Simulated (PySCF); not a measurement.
Scan of Cl2Si, singlet: map of symmetric stretch and bend. Scanned: Si-Cl bond length and Cl-Si-Cl angle.

Cartesian coordinates as functions of the variables (Å; names that start with a are angles):
```
Si  0  0  0
Cl  r*sin(a/2)  0  r*cos(a/2)
Cl  -r*sin(a/2)  0  r*cos(a/2)
```

Calculation: wB97X-V/cc-pVDZ run with PySCF.

Energy in kJ/mol above the lowest grid point; x is the Si-Cl bond length (Å), y the Cl-Si-Cl angle (°).

```csv
y \ x,1.77,1.87,1.98,2.08,2.18,2.29,2.39,2.50,2.60,2.70,2.81
180,645.4,432.0,291.3,223.6,196.6,200.0,224.2,266.2,313.4,365.7,426.2
171.36,628.7,418.9,281.2,215.7,190.2,194.9,219.9,262.6,310.3,362.9,423.7
162.73,583.0,382.8,253.5,193.7,172.5,180.8,208.1,252.7,301.7,355.4,417.1
154.09,521.7,332.6,214.1,162.1,147.0,160.2,190.9,238.4,289.4,344.6,407.6
145.45,459.4,278.6,169.9,125.9,117.3,136.2,170.9,221.7,275.1,332.2,396.9
136.82,403.3,228.0,126.7,89.5,87.1,111.6,150.3,204.6,260.5,319.7,386.1
128.18,356.9,184.4,88.2,56.3,59.0,88.4,130.9,188.7,247.0,308.2,376.3
119.55,322.6,150.7,57.2,28.6,35.1,68.6,114.4,175.2,235.8,298.7,368.5
110.91,303.8,129.6,36.0,8.9,17.7,53.9,102.2,165.3,227.8,292.3,363.4
102.27,306.2,125.4,28.2,0.0,8.9,46.2,95.7,160.4,224.0,289.6,361.6
93.64,339.7,145.9,39.4,6.3,12.3,48.1,97.2,161.8,225.8,291.6,364.0
85,423.0,205.7,81.0,36.3,34.4,64.4,110.1,172.4,235.0,299.9,371.6
```

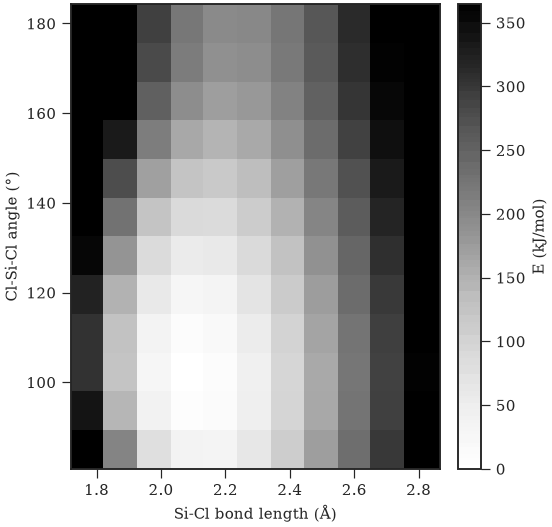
Figure: Energy surface, cut off at 365 kJ/mol.

Points that lie below all their neighbours on the grid: x = 2.08, y = 102.27 (0.0 kJ/mol).
